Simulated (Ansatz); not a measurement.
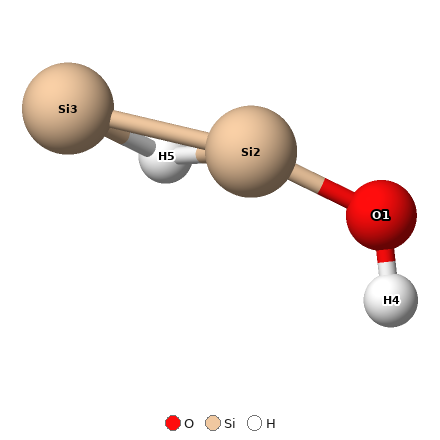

The system is H₂OSi₂ (SMILES O[Si]#[SiH]) with the probe Li+; the picture shows it without the atoms that are moved over the map. 
- The probe is moved over a plane parallel to the molecule's main plane, 2.67 Å above it.
- First axis: x of the probe's Li atom. Second axis: y of the probe's Li atom.
- Nothing is relaxed (molecule and probe rigid).
- The scan uses a 21 × 17 grid.
- All energies are given in kcal/mol relative to the lowest grid point.
- Level of theory: RHF/def2-TZVP in Ansatz 0.2.0.

Range: x of the probe's Li atom from −3.60 to 3.60 Å; y of the probe's Li atom from −2.88 to 2.88 Å.

Question: What landscape does the calculation give?

Answer: The lowest grid point is at x of the probe's Li atom = −1.44 Å, y of the probe's Li atom = −0.72 Å [nearest 1 Si at 2.79 Å]. It is the only kind of minimum in the scanned range. The highest grid point, x of the probe's Li atom = 2.88 Å, y of the probe's Li atom = −1.44 Å [nearest 1 H at 2.34 Å], lies 40.1 kcal/mol above the lowest. Near the minimum the curvatures are about 0.31 and 0.38 eV/Å² along the soft and the stiff direction.

```csv
"y of the probe's Li atom ↓, x of the probe's Li atom →",−3.60,−2.88,−2.16,−1.44,−0.72,0.00,0.72,1.44,2.16,2.88,3.60
2.88,22.1,21.5,21.1,21.0,21.6,23.1,25.0,26.5,27.4,27.9,28.2
2.16,20.0,18.6,17.4,16.8,17.5,20.0,23.3,25.9,27.4,28.2,28.7
1.44,16.9,14.4,12.2,10.9,11.8,15.9,21.0,25.0,27.5,28.9,29.6
0.72,13.7,10.1,7.2,5.3,6.7,12.4,19.3,24.9,28.8,30.9,31.6
0.00,11.3,6.9,3.7,1.6,3.3,10.0,18.5,26.5,32.4,34.8,34.6
−0.72,10.8,5.8,2.0,0.0,1.8,8.7,18.8,29.1,36.6,38.8,37.4
−1.44,12.6,7.7,3.7,2.0,4.0,10.5,20.4,30.9,38.2,40.1,38.5
−2.16,15.8,12.0,8.9,7.8,9.7,15.1,23.0,31.2,36.9,38.7,37.6
−2.88,19.3,17.0,15.1,14.6,16.2,20.1,25.6,31.1,34.9,36.3,35.9
```

The table holds every second grid line.

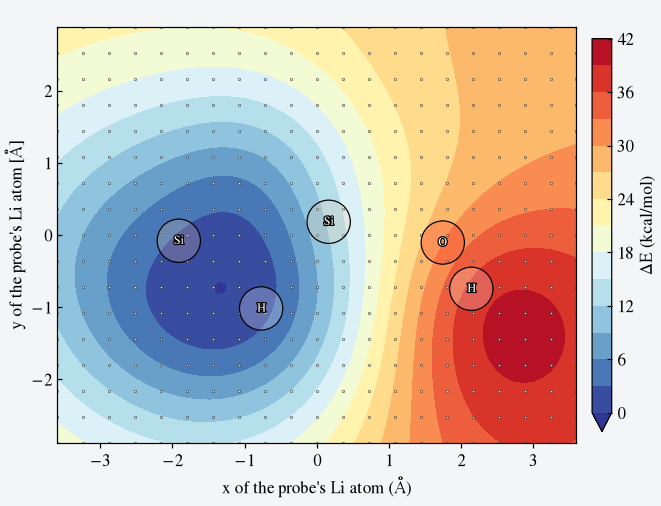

In the figure: filled contours, dots at the grid points, labelled circles for the molecule's atoms, projected on the plane. Between grid points the surface is interpolated.

The whole map (357 points run) took 36 min on 1 thread of Arm Neoverse N1 (shared host).
